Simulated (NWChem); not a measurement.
**C5H10 (3-methyl-1-butene) at 4 levels**

We compute a comparison of 4 runs (M06-L/def2-SVP, PBE0/def2-SVP, TPSS/def2-SVP, r2SCAN/def2-SVP) of C5H10 (3-methyl-1-butene). 

The calculation is run with NWChem 7.3.0.

## 1. Starting point

C5H10 has 15 atoms, charge 0, and is taken as a singlet. As SMILES, `C=CC(C)C`. The shape is that of a PBE0-D4/def2-TZVP optimisation. This is one conformer, not always the lowest.

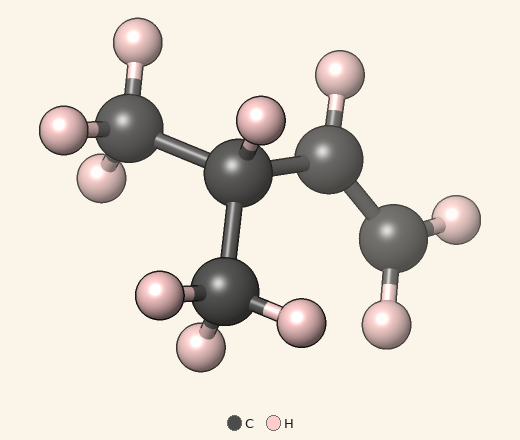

The structure, seen from a chosen angle (carbon dark grey, hydrogen pink).

## 2. Energy and forces at M06-L/def2-SVP (run 1)

Contents of a.nw:

```
start a
memory total 2200 mb

geometry noautosym nocenter noautoz
C     -1.650600     0.611500     1.131300
C     -0.550400    -0.127700     1.102700
C      0.571800    -0.035700     0.113600
C      0.789600    -1.393500    -0.552500
C      0.391400     1.059600    -0.922200
H     -2.409300     0.455700     1.889300
H     -1.838800     1.396700     0.407500
H     -0.426900    -0.902500     1.858500
H      1.480200     0.189200     0.691400
H      0.944200    -2.181400     0.188800
H      1.663700    -1.370700    -1.208000
H     -0.080500    -1.667700    -1.155400
H      0.280400     2.041400    -0.456600
H     -0.494200     0.875200    -1.537200
H      1.255500     1.099700    -1.589100
end

basis spherical bse
* library def2-SVP
end

dft
xc m06-l
grid fine
convergence energy 1e-08
iterations 100
mulliken
print medium
end

task dft gradient
```

The run is started by

```console
$ nwchem a.nw > a.out
```

Standard output:

```text
[...]
          Wavefunction type:  closed shell.
          No. of atoms     :    15
          No. of electrons :    40
[...]
          Charge           :     0
          Spin multiplicity:     1
[...]
          AO basis - number of functions:   120
[...]
              XC Information
              --------------
                        M06-L Method XC Functional
                         M06-L Exchange Functional  1.000
                       M06-L Correlation Potential  1.000
[...]
 d= 0,ls=0.0,diis     1   -196.3181228143 -3.74D+02  5.52D-03  3.09D-01     5.2
[...]
 d= 0,ls=0.0,diis    10   -196.3578044001  8.01D-09  2.55D-06  1.67D-07    48.1
         Total DFT energy =     -196.357804400146
      One electron energy =     -613.995172760440
           Coulomb energy =      270.840166636946
    Exchange-Corr. energy =      -30.835488303259
 Nuclear repulsion energy =      177.632690026607
[...]
      Total Density - Mulliken Population Analysis
     ---------------------------------------------
    Atom       Charge   Shell Charges
 -----------   ------   -------------------------------------------------------
    1 C    6     6.12   1.99  0.90  0.29  2.05  0.87  0.02
    2 C    6     6.08   1.99  0.93  0.28  2.05  0.80  0.04
    3 C    6     6.12   1.99  0.93  0.19  2.11  0.86  0.05
    4 C    6     6.08   1.99  0.91  0.20  2.10  0.86  0.02
    5 C    6     6.07   1.99  0.91  0.19  2.10  0.86  0.02
    6 H    1     0.94   0.76  0.15  0.03
    7 H    1     0.95   0.76  0.16  0.03
    8 H    1     0.96   0.77  0.17  0.02
    9 H    1     0.95   0.77  0.15  0.02
   10 H    1     0.95   0.76  0.16  0.03
[...]
  wavefunction    = closed shell
[...]
```

Wall time 61 s (1 thread of Intel Xeon Platinum 8375C at 2.90GHz (Ice Lake), shared host); peak memory 0.13 GiB.

## 3. Energy and gradient at PBE0/def2-SVP (run 2)

Contents of c5h10.xyz:

```xyz
15
C5H10
C     -1.650600     0.611500     1.131300
C     -0.550400    -0.127700     1.102700
C      0.571800    -0.035700     0.113600
C      0.789600    -1.393500    -0.552500
C      0.391400     1.059600    -0.922200
H     -2.409300     0.455700     1.889300
H     -1.838800     1.396700     0.407500
H     -0.426900    -0.902500     1.858500
H      1.480200     0.189200     0.691400
H      0.944200    -2.181400     0.188800
H      1.663700    -1.370700    -1.208000
H     -0.080500    -1.667700    -1.155400
H      0.280400     2.041400    -0.456600
H     -0.494200     0.875200    -1.537200
H      1.255500     1.099700    -1.589100
```

Contents of run.py:

```python
from ase.io import read
from ase.calculators.nwchem import NWChem

system = read('c5h10.xyz')

calc = NWChem(
    label='c5h10',
    theory='dft',
    memory='2200 mb',
    basis='def2-SVP',
    basispar='spherical bse',
    dft={'xc': 'pbe0', 'mult': '1', 'grid': 'fine', 'convergence': 'energy 1e-08', 'iterations': '100', 'mulliken': None},
)
system.calc = calc

forces = system.get_forces()
print("Total energy (eV):", round(system.get_potential_energy(), 6))
print("forces (eV/A):")
for s, f in zip(system.symbols, forces):
    print(f"{s:2s} {f[0]:10.5f} {f[1]:10.5f} {f[2]:10.5f}")
print("dipole (e A):", system.get_dipole_moment().round(4))
```

The run is started by

```console
$ export ASE_NWCHEM_COMMAND="nwchem PREFIX.nwi > PREFIX.nwo"
$ python run.py
```

Standard output:

```text
Total energy (eV): -5337.330416
forces (eV/A):
C    -0.16887    0.09431    0.02036
C     0.27650   -0.05708   -0.10572
C    -0.11776   -0.06402   -0.16614
C    -0.00062    0.19371    0.10619
C     0.05533   -0.13092    0.14388
H    -0.24729   -0.04479    0.24102
H    -0.06968    0.24549   -0.21397
H     0.03630   -0.22055    0.22693
H     0.21494    0.05163    0.14187
H     0.04721   -0.22430    0.18080
H     0.22862   -0.01476   -0.17406
H    -0.22219   -0.08737   -0.16054
H    -0.02653    0.26631    0.10932
H    -0.22662   -0.03677   -0.16470
H     0.22060    0.02916   -0.18502
dipole (e A): [ 0.0785 -0.0242 -0.026 ]
```

The calculator wrote c5h10.nwi:

```
title "c5h10"

permanent_dir c5h10

scratch_dir c5h10

start c5h10

geometry units angstrom nocenter noautosym noautoz
  C  -1.6506000000000001e+00 6.1150000000000004e-01 1.1313000000000000e+00
  C  -5.5040000000000000e-01 -1.2770000000000001e-01 1.1027000000000000e+00
  C  5.7179999999999997e-01 -3.5700000000000003e-02 1.1360000000000001e-01
  C  7.8959999999999997e-01 -1.3935000000000000e+00 -5.5249999999999999e-01
  C  3.9140000000000003e-01 1.0596000000000001e+00 -9.2220000000000002e-01
  H  -2.4093000000000000e+00 4.5569999999999999e-01 1.8893000000000000e+00
  H  -1.8388000000000000e+00 1.3967000000000001e+00 4.0749999999999997e-01
  H  -4.2690000000000000e-01 -9.0249999999999997e-01 1.8585000000000000e+00
  H  1.4802000000000000e+00 1.8920000000000001e-01 6.9140000000000001e-01
  H  9.4420000000000004e-01 -2.1814000000000000e+00 1.8880000000000000e-01
  H  1.6637000000000000e+00 -1.3707000000000000e+00 -1.2080000000000000e+00
  H  -8.0500000000000002e-02 -1.6677000000000000e+00 -1.1554000000000000e+00
  H  2.8039999999999998e-01 2.0413999999999999e+00 -4.5660000000000001e-01
  H  -4.9419999999999997e-01 8.7519999999999998e-01 -1.5371999999999999e+00
  H  1.2555000000000001e+00 1.0996999999999999e+00 -1.5891000000000000e+00
end

memory 2200 mb

basis spherical bse noprint
   * library def2-SVP
end

dft
  xc pbe0
  mult 1
  grid fine
  convergence energy 1e-08
  iterations 100
  mulliken
end

task dft gradient
```

c5h10.nwo:

```text
Northwest Computational Chemistry Package (NWChem) 7.3.0
             --------------------------------------------------------

           Job information
           ---------------

    nwchem branch   = 7.3.0
    use scalapack   = T
    input           = c5h10.nwi
    prefix          = c5h10.
    data base       = c5h10/c5h10.db
    status          = startup
    nproc           =        1

           Memory information
           ------------------

[... 5 lines left out ...]
    hardfail = no
[... 114 lines left out ...]
  convergence criterion.
[... 40 lines left out ...]
          Spatial weights used:  Erf1
[... 32 lines left out ...]
 1-e energy   =    -608.346073
[... 58 lines left out ...]
           Coulomb energy =      270.813351149277
[... 913 lines left out ...]
          Convergence on density requested:  1.00D-05
[... 26 lines left out ...]
          total energy or number of iterations.
[... 36 lines left out ...]
                 ----------------------------------------
                 |  Time  |  1-e(secs)   |  2-e(secs)   |
                 ----------------------------------------
                 |  CPU   |       0.02   |       3.57   |
                 ----------------------------------------
                 |  WALL  |       0.02   |       3.57   |
                 ----------------------------------------

 Task  times  cpu:       37.4s     wall:       37.4s
 Total times  cpu:       37.4s     wall:       37.4s
```

Wall time 38 s (1 thread of Intel Xeon Platinum 8375C at 2.90GHz (Ice Lake), shared host); peak memory 0.13 GiB.

Run 3 isn't shown in full; the table further down has it.

## 4. Energy and gradient at r2SCAN/def2-SVP (run 4)

Contents of run.py:

```python
from ase import Atoms
from ase.calculators.nwchem import NWChem

mol = Atoms(['C', 'C', 'C', 'C', 'C', 'H', 'H', 'H', 'H', 'H', 'H', 'H', 'H', 'H', 'H'], positions=[
    [-1.650600, 0.611500, 1.131300],
    [-0.550400, -0.127700, 1.102700],
    [0.571800, -0.035700, 0.113600],
    [0.789600, -1.393500, -0.552500],
    [0.391400, 1.059600, -0.922200],
    [-2.409300, 0.455700, 1.889300],
    [-1.838800, 1.396700, 0.407500],
    [-0.426900, -0.902500, 1.858500],
    [1.480200, 0.189200, 0.691400],
    [0.944200, -2.181400, 0.188800],
    [1.663700, -1.370700, -1.208000],
    [-0.080500, -1.667700, -1.155400],
    [0.280400, 2.041400, -0.456600],
    [-0.494200, 0.875200, -1.537200],
    [1.255500, 1.099700, -1.589100],
])

calc = NWChem(
    label='input',
    theory='dft',
    memory='2200 mb',
    basis='def2-SVP',
    basispar='spherical bse',
    dft={'xc': 'r2scan', 'mult': '1', 'grid': 'fine', 'convergence': 'energy 1e-08', 'iterations': '100', 'mulliken': None},
)
mol.calc = calc

forces = mol.get_forces()
print(f"energy = {mol.get_potential_energy():.6f} eV")
print("forces (eV/A):")
for s, f in zip(mol.symbols, forces):
    print(f"{s:2s} {f[0]:10.5f} {f[1]:10.5f} {f[2]:10.5f}")
print("dipole (e A):", mol.get_dipole_moment().round(4))
```

The run is started by

```console
$ export ASE_NWCHEM_COMMAND="nwchem PREFIX.nwi > PREFIX.nwo"
$ python run.py
```

Standard output:

```text
energy = -5340.378478 eV
forces (eV/A):
C    -0.33805    0.21268    0.01306
C     0.39693   -0.16177   -0.08433
C    -0.10264   -0.02494   -0.11215
C     0.01887    0.09811    0.06279
C     0.04191   -0.06932    0.08572
H    -0.26647   -0.04844    0.25788
H    -0.07035    0.26976   -0.23983
H     0.05399   -0.26272    0.25413
H     0.26950    0.05615    0.17201
H     0.04613   -0.23562    0.19535
H     0.24405   -0.00905   -0.18651
H    -0.24513   -0.08582   -0.17098
H    -0.03440    0.28220    0.12043
H    -0.25048   -0.04551   -0.17232
H     0.23613    0.02427   -0.19525
dipole (e A): [ 0.0836 -0.0255 -0.03  ]
```

The calculator wrote input.nwi:

```
title "input"

permanent_dir input

scratch_dir input

start input

geometry units angstrom nocenter noautosym noautoz
  C  -1.6506000000000001e+00 6.1150000000000004e-01 1.1313000000000000e+00
  C  -5.5040000000000000e-01 -1.2770000000000001e-01 1.1027000000000000e+00
  C  5.7179999999999997e-01 -3.5700000000000003e-02 1.1360000000000001e-01
  C  7.8959999999999997e-01 -1.3935000000000000e+00 -5.5249999999999999e-01
  C  3.9140000000000003e-01 1.0596000000000001e+00 -9.2220000000000002e-01
  H  -2.4093000000000000e+00 4.5569999999999999e-01 1.8893000000000000e+00
  H  -1.8388000000000000e+00 1.3967000000000001e+00 4.0749999999999997e-01
  H  -4.2690000000000000e-01 -9.0249999999999997e-01 1.8585000000000000e+00
  H  1.4802000000000000e+00 1.8920000000000001e-01 6.9140000000000001e-01
  H  9.4420000000000004e-01 -2.1814000000000000e+00 1.8880000000000000e-01
  H  1.6637000000000000e+00 -1.3707000000000000e+00 -1.2080000000000000e+00
  H  -8.0500000000000002e-02 -1.6677000000000000e+00 -1.1554000000000000e+00
  H  2.8039999999999998e-01 2.0413999999999999e+00 -4.5660000000000001e-01
  H  -4.9419999999999997e-01 8.7519999999999998e-01 -1.5371999999999999e+00
  H  1.2555000000000001e+00 1.0996999999999999e+00 -1.5891000000000000e+00
end

memory 2200 mb

basis spherical bse noprint
   * library def2-SVP
end

dft
  xc r2scan
  mult 1
  grid fine
  convergence energy 1e-08
  iterations 100
  mulliken
end

task dft gradient
```

input.nwo:

```text
Northwest Computational Chemistry Package (NWChem) 7.3.0
             --------------------------------------------------------

           Job information
           ---------------

    nwchem branch   = 7.3.0
    use scalapack   = T
    input           = input.nwi
    prefix          = input.
    data base       = input/input.db
    status          = startup
    nproc           =        1

           Memory information
           ------------------

[... 5 lines left out ...]
    hardfail = no
[... 114 lines left out ...]
  convergence criterion.
[... 38 lines left out ...]
          Spatial weights used:  Erf1
[... 32 lines left out ...]
 1-e energy   =    -608.346073
[... 64 lines left out ...]
           Coulomb energy =      270.773213904814
[... 914 lines left out ...]
          Convergence on density requested:  1.00D-05
[... 24 lines left out ...]
          total energy or number of iterations.
[... 36 lines left out ...]
                 ----------------------------------------
                 |  Time  |  1-e(secs)   |  2-e(secs)   |
                 ----------------------------------------
                 |  CPU   |       0.02   |       3.57   |
                 ----------------------------------------
                 |  WALL  |       0.02   |       3.57   |
                 ----------------------------------------

 Task  times  cpu:       58.3s     wall:       58.3s
 Total times  cpu:       58.3s     wall:       58.3s
```

Run time: 59 s. Hardware: 1 thread of Intel Xeon Platinum 8375C at 2.90GHz (Ice Lake), shared host; peak memory 0.13 GiB.

## 5. Overview of the runs

```csv
run,level,energy (Eh),dipole moment (D),HOMO energy (eV),LUMO energy (eV),wall time
1,M06-L/def2-SVP,-196.357804,0.47,-6.34,-0.15,61 s
2,PBE0/def2-SVP,-196.143277,0.41,-7.30,0.67,38 s
3,TPSS/def2-SVP,-196.426904,0.41,-6.15,-0.17,60 s
4,r2SCAN/def2-SVP,-196.255291,0.44,-6.38,-0.18,59 s
```

## 6. Results

| quantity | value |
| --- | --- |
| run 4: total energy | -196.25529 Eh |
| run 4: dipole moment | 0.44 D |
| run 4: HOMO energy | -6.38 eV |
| run 4: LUMO energy | -0.18 eV |
| run 4: HOMO–LUMO gap | 6.20 eV |
| run 4: largest force on an atom | 0.437 eV/Å |

**Reading.** The dipole moment (its size) runs from 0.41 D (TPSS/def2-SVP) to 0.47 D (M06-L/def2-SVP). The HOMO–LUMO gap runs from 5.98 eV (TPSS/def2-SVP) to 7.97 eV (PBE0/def2-SVP). Totals of different functionals can't be ranked against each other. All runs together took 3.7 min, the longest 61 s.
